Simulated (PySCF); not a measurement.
# One shape, several levels: CH3ClF2Si (SMILES FC(F)[SiH2]Cl)

Wanted: a comparison of 6 runs (HF/pcseg-2, B3LYP/6-31G*, PBE0/def2-SVP, PBE0/6-311G**, M06-2X/6-311+G**, PBE/6-311+G**) of CH3ClF2Si. Input form: a Python script.

The calculation is run with PySCF 2.14.0.

### 1 The structure to begin with

CH3ClF2Si: 8 atoms, total charge 0, spin state singlet. As SMILES, `FC(F)[SiH2]Cl`. The shape is that of a GFN2-xTB optimisation. This is one conformer, not always the lowest.

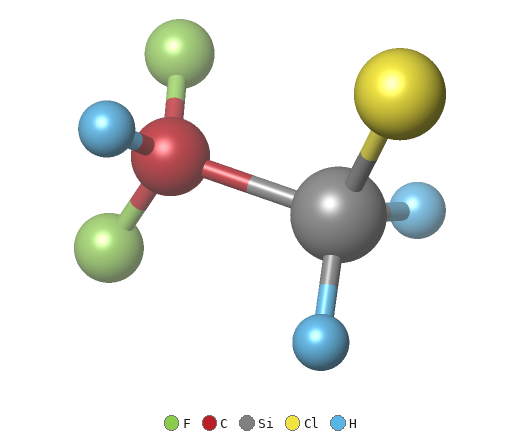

Viewed from a chosen angle; fluorine green, carbon red, silicon grey, chlorine yellow, hydrogen blue.

### 2 Energy and forces at HF/pcseg-2 (run 1)

Input file input.xyz:

```xyz
8

F      0.012580    -0.575640     1.812580
C      0.648480    -0.086290     0.711180
F      1.641910    -0.973670     0.427490
Si    -0.589030     0.055360    -0.781940
Cl    -1.695220     1.685130    -0.445590
H      1.139070     0.848720     1.019520
H     -1.395900    -1.156230    -0.770430
H      0.238110     0.202610    -1.972810
```

Input file calc.py:

```python
import pyscf.grad
from pyscf import gto, scf

mol = gto.M(
    atom='input.xyz',
    spin=0,
    verbose=4,
    basis='pcseg-2',
    charge=0,
    max_memory=1860,
)

hf = scf.RHF(mol)
hf.conv_tol = 1e-10
hf.kernel()
if not hf.converged:
    hf = hf.newton().run(hf.mo_coeff, hf.mo_occ)

e_final = hf.e_tot
print('Final energy', e_final)
grad = hf.Gradients().kernel()
dip = hf.dip_moment()
pop, q = hf.mulliken_pop()
```

Launch:

```sh
$ OMP_NUM_THREADS=1 python calc.py
```

The log of the run:

```text
PySCF version 2.14.0

[... 64 lines left out ...]
converged SCF energy = -987.076715590797
Final energy -987.0767155907968
[... 11 lines left out ...]
Dipole moment(X, Y, Z, Debye): -0.21453,  0.89634, -1.68158
[... 209 lines left out ...]
charge of    7H =     -0.19363
```

It took 2.2 min on 1 thread of Intel Xeon at 2.70GHz, shared host; peak memory 1.7 GiB.

### 3 Energy and gradient at B3LYP/6-31G(d) (spherical functions) (run 2)

input.xyz: that of step 2 with these lines changed.

```diff
@@ -1,3 +1,3 @@
 8
-
+CH3ClF2Si
 F      0.012580    -0.575640     1.812580
```

Input file job.py:

```python
from pyscf import gto, dft

system = gto.M(
    atom='input.xyz',
    charge=0,
    basis='6-31g*',
    max_memory=1860,
    verbose=4,
    spin=0,
)

myscf = dft.RKS(system)
myscf.xc = 'b3lyp'
myscf.conv_tol = 1e-10
myscf.grids.level = 5
myscf.kernel()
if not myscf.converged:
    myscf = myscf.newton().run(myscf.mo_coeff, myscf.mo_occ)

e_tot = myscf.e_tot
print(f'total energy: {e_tot:.8f} hartree')
grad = myscf.nuc_grad_method().kernel()
myscf.analyze()
```

Launch:

```sh
$ OMP_NUM_THREADS=1 python job.py
```

The log of the run:

```text
PySCF version 2.14.0

[... 102 lines left out ...]
MO #4   energy= -24.6963826617666  occ= 2
[... 15 lines left out ...]
MO #20  energy= -0.533839609894292 occ= 2
[... 15 lines left out ...]
MO #36  energy= 0.182228008523396  occ= 0
[... 15 lines left out ...]
MO #52  energy= 0.790765651245331  occ= 0
[... 15 lines left out ...]
MO #68  energy= 1.45865699976981   occ= 0
[... 15 lines left out ...]
MO #84  energy= 3.04833537203847   occ= 0
[... 95 lines left out ...]
Dipole moment(X, Y, Z, Debye):  0.14208,  0.38476, -1.22778
```

Run time: 37 s. Hardware: 1 thread of Intel Xeon at 2.70GHz, shared host; peak memory 0.82 GiB.

Runs 3 to 5 aren't shown in full; the table further down has their settings and results.

### 4 Energy and gradient at PBE/6-311+G(d,p) (run 6)

Input file job.py:

```python
import pyscf.grad
from pyscf import gto, dft

mol = gto.M(
    atom='''
F        0.012580      -0.575640       1.812580
C        0.648480      -0.086290       0.711180
F        1.641910      -0.973670       0.427490
Si      -0.589030       0.055360      -0.781940
Cl      -1.695220       1.685130      -0.445590
H        1.139070       0.848720       1.019520
H       -1.395900      -1.156230      -0.770430
H        0.238110       0.202610      -1.972810
''',
    verbose=4,
    charge=0,
    spin=0,
    max_memory=1860,
    basis='6-311+g**',
)

mf = dft.RKS(mol)
mf.xc = 'pbe'
mf.grids.level = 5
mf.conv_tol = 1e-10
mf.kernel()
if not mf.converged:
    mf = mf.newton().run(mf.mo_coeff, mf.mo_occ)

e_final = mf.e_tot
print(f'total energy: {e_final:.8f} hartree')
grad = mf.Gradients().kernel()
dip = mf.dip_moment()
pop, q = mf.mulliken_pop()
```

Launch:

```sh
$ OMP_NUM_THREADS=1 python job.py
```

The log of the run:

```text
PySCF version 2.14.0

[... 81 lines left out ...]
converged SCF energy = -988.832939393293
total energy: -988.83293939 hartree
[... 12 lines left out ...]
Dipole moment(X, Y, Z, Debye): -0.04941,  0.68193, -1.36834
[... 153 lines left out ...]
charge of    7H =     -0.04788
```

Wall time 66 s (1 thread of Intel Xeon at 2.70GHz, shared host); peak memory 1.6 GiB.

### 5 The series

```tsv
run	level	integration grid	energy (Eh)	dipole moment (D)	HOMO energy (eV)	LUMO energy (eV)	wall time
1	HF/pcseg-2	–	-987.076716	1.92	-12.34	2.70	2.2 min
2	B3LYP/6-31G* (spherical functions)	5	-989.297634	1.29	-8.11	-0.20	37 s
3	PBE0/def2-SVP	5	-988.386057	1.51	-8.47	0.19	32 s
4	PBE0/6-311G**	5	-988.888007	1.44	-8.61	-0.26	50 s
5	M06-2X/6-311+G**	5	-989.291514	1.83	-10.17	-0.04	96 s
6	PBE/6-311+G**	5	-988.832939	1.53	-7.26	-1.34	66 s
```

### 6 Summary of results

```
                       quantity          value
            run 6: total energy  -988.83294 Eh
           run 6: dipole moment         1.53 D
             run 6: HOMO energy       -7.26 eV
             run 6: LUMO energy       -1.34 eV
           run 6: HOMO–LUMO gap        5.92 eV
run 6: largest force on an atom     1.514 eV/Å
```

**Reading.** The dipole moment (its size) runs from 1.29 D (B3LYP/6-31G*) to 1.92 D (HF/pcseg-2). The two ends differ in method and basis. The HOMO–LUMO gap runs from 5.92 eV (PBE/6-311+G**) to 15.05 eV (HF/pcseg-2). Totals of different functionals can't be ranked against each other. All runs together took 6.9 min, the longest 2.2 min.
